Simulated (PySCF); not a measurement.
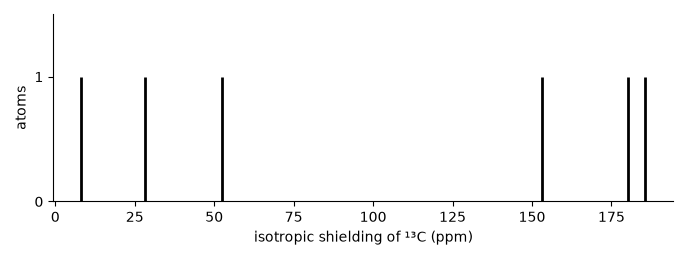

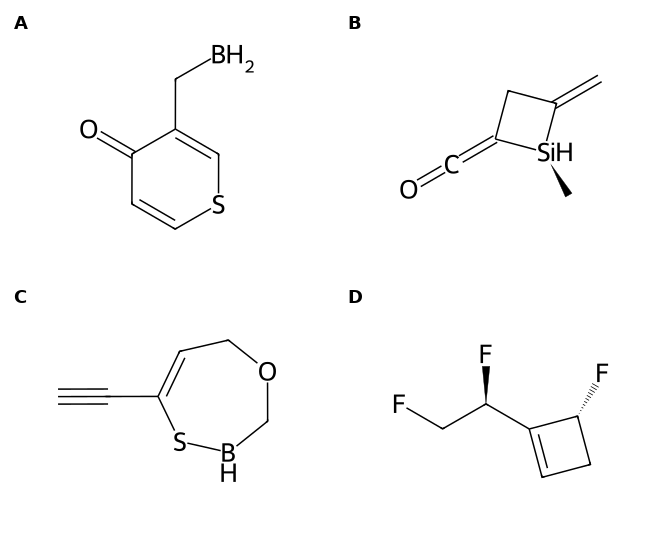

The sticks are computed shieldings of one of the molecules, for one fixed geometry (GFN2-xTB) without averaging over rotations. Low shielding means a high chemical shift. Method: GIAO PBE0/pcSseg-1 NMR shielding, non-relativistic, gas phase (PySCF 2.14.0).

Match the spectrum to a structure.

B, `C=C1CC(=C=O)[Si@@H]1C`. Its 6 C atoms give lines at 8.2, 28.4, 52.4, 153.2, 180.3, 185.6 ppm.

The geometry is semi-empirical. Around B, Si such bond lengths and angles can be off by a tenth of an ångström or more and by several degrees, and values that hang on the shape move with them.
